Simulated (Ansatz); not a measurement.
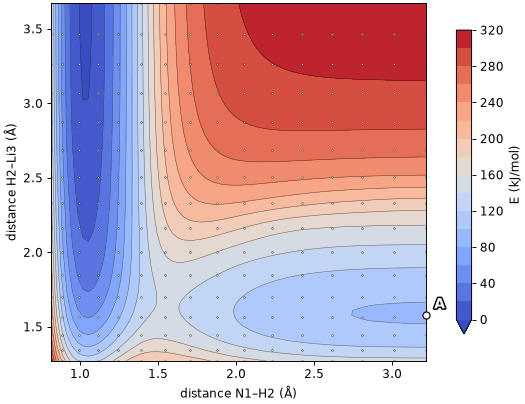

The system N + HLi, spin multiplicity 4. 
- Coordinates scanned: (1) distance N1–H2; (2) distance H2–Li3.
- Nothing is relaxed (the angle N1–H2–Li3 is fixed at 120 degrees).
- The grid has 16 × 16 points.
- Points are written as (first, second).
- All energies are given in kJ/mol relative to the lowest grid point.
- In part of the range the unrestricted reference is strongly spin-contaminated.
- Theory: UHF-MP2, frozen core/aug-cc-pVTZ (Ansatz 0.2.0).

The picture shows filled contours, dots at the grid points, the point A. Between grid points the surface is interpolated.

### Find the lowest path from A to the other arm of the map, and its barrier.

The easiest path runs from the side where the first distance is long, (3.216 Å, 1.568 Å), to the side where the second distance is long, about (1.02 Å, 3.67 Å). Its highest point, at about (1.59 Å, 1.65 Å), lies about 43 kJ/mol above the start and 145 kJ/mol above the end on the interpolated surface. An end on the edge of the scan is no minimum, so the barrier from there is a lower bound.

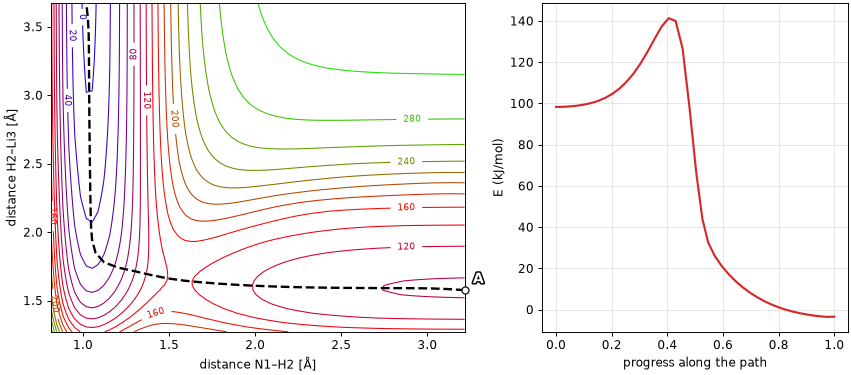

The picture shows contour lines labelled in kJ/mol, a line along the lowest path, the energy along the path at the right. Between grid points the surface is interpolated.
